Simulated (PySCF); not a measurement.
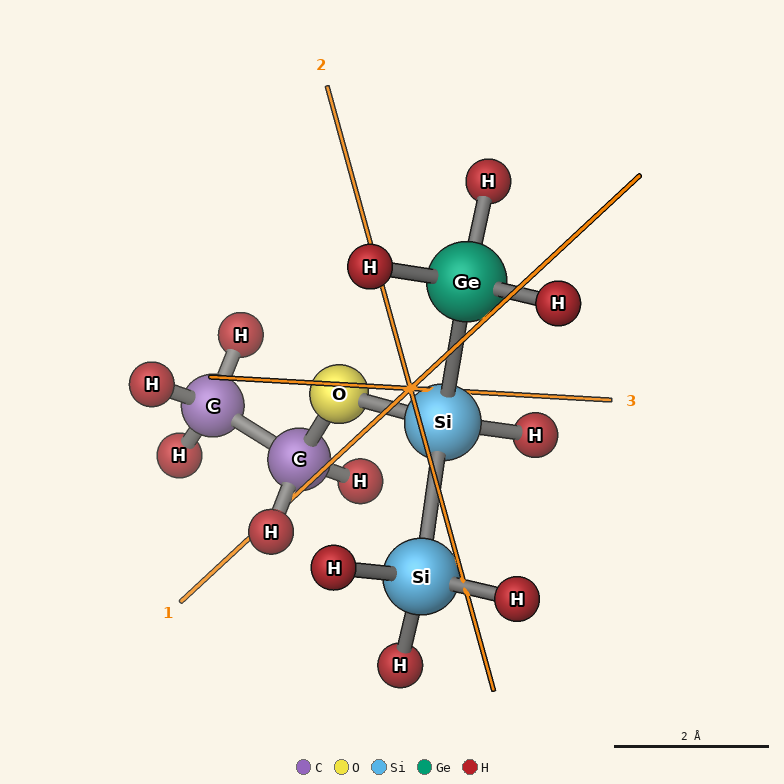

The three principal axes of inertia are drawn and numbered. Distant atoms are faded towards the background colour. The geometry was computed by an optimisation with PBE0-D3(BJ)/def2-SVP. No frequency run is at hand to confirm it as a minimum. Masses are those of the most abundant isotopes; constants are for the rigid equilibrium geometry.

Q: Which line is the a axis (least moment of inertia), which b and which c?

A: a is line 1, b is line 2, c is line 3; the moments are 324, 651, 918 u Å².

Q: What kind of rotor is it, and what are its rotational constants in cm⁻¹?

A: An asymmetric top (C1): A = 0.0520, B = 0.0259, C = 0.0184 cm⁻¹. Ray's parameter κ is −0.55, nearer the prolate limit.
